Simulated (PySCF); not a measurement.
# MoBr2: frequency calculation

System: MoBr2.
Method: RKS-based PBE0, Mo def2-SVP with ECP28, Br def2-SVP; non-relativistic Hamiltonian with a scalar-relativistic core potential; density fitting (PySCF 2.14.0).

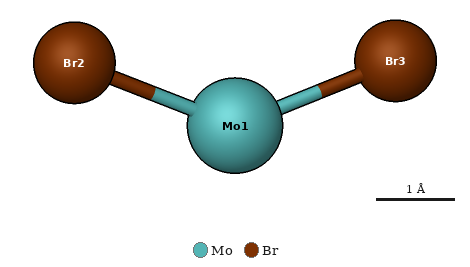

*The input geometry (ball-and-stick view, seen at a tilt; atoms are numbered from 1 in the order of the input). Sticks mark near contacts.*

Bond lengths as drawn: Br–Mo 2.36 Å.

## Input file
```python
from pyscf import gto, scf, dft
mol = gto.M(atom='''
Mo     0.000000     0.000000    -0.504968
Br     2.208346     0.000000     0.313099
Br    -2.208346     0.000000     0.313099''',
    basis={'Mo': 'def2-SVP', 'Br': 'def2-SVP'},
    ecp={'Mo': 'def2-SVP'},
    charge=0, spin=0)
mf = dft.RKS(mol, xc='PBE0')
mf.grids.atom_grid = (75, 302)
aux = {'Mo': 'def2-universal-JKFIT', 'Br': 'def2-universal-JKFIT'}
mf = mf.density_fit(auxbasis=aux)
mf.conv_tol = 1e-09
mf.diis_space = 10
mf.max_cycle = 60
mf.verbose = 4
mf.kernel()
```

The script is an equivalent of the set-up of the self-consistent field. The run itself was carried out by a driver, which started from the orbitals of the step before it where there was one and computed the further properties.

Launch command:
```bash
OMP_NUM_THREADS=2 python axn.py task.json out
```

## Output
```
init E= -5215.2418247392
  HOMO = -0.227090424370821  LUMO = -0.135753868028112  gap/eV = 2.48539
cycle= 1 E= -5215.2418247392  delta_E= 3.64e-12  |g|= 4.23e-06  |ddm|= 9.55e-06
  HOMO = -0.227091488831395  LUMO = -0.135755198393576  gap/eV = 2.48539
Extra cycle  E= -5215.24182473919  delta_E= 1e-11  |g|= 9.45e-06  |ddm|= 1.65e-05
converged SCF energy = -5215.24182473919
```

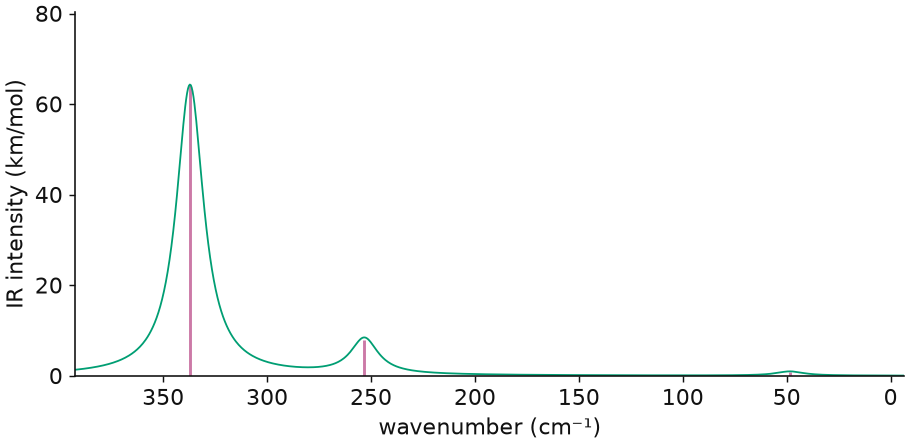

*Harmonic infrared spectrum, unscaled: sticks (degenerate modes added up, dark ones marked on the axis) with a Lorentzian envelope of 16 cm⁻¹ full width, scaled to the tallest stick.*

3 modes from 48 to 337 cm⁻¹, none imaginary. The strongest line is at 337 cm⁻¹ (64 km/mol). All modes, in cm⁻¹ (km/mol): 48 (0.9), 253 (7.9), 337 (64).

## Summary

| quantity | value |
| --- | --- |
| outcome | converged |
| total energy | −5215.241825 hartree |
| HOMO | −6.18 eV |
| LUMO | −3.69 eV |
| zero-point energy | 0.001455 hartree |
| dipole moment | 0.83 D |
| wavenumbers, lowest and highest | 48 and 337 cm⁻¹ |
| hardware | 2 threads of Arm Neoverse N1, 98 GiB of memory available, shared host |
| wall time | 63 s (CPU time 1.8 min) |
| peak memory | 0.95 GiB |

## Remarks

The run takes a singlet; with an open-shell metal another spin state may lie lower.
